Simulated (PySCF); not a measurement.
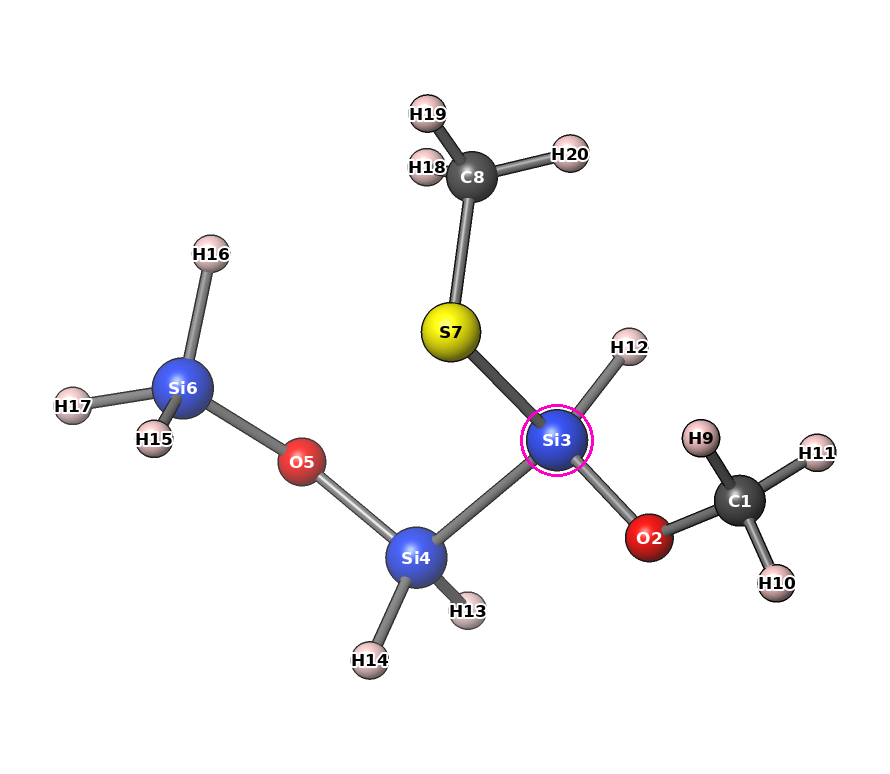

Atoms fade into the background with distance from the viewer. Circles mark the stereogenic atoms. Computed geometry: PBE0-D3(BJ)/def2-SVP optimisation. No frequency run is at hand to confirm it as a minimum.

**What are the Cahn–Ingold–Prelog descriptors?**

Si3: S (priorities S7 > Si4 > O2 > H12).
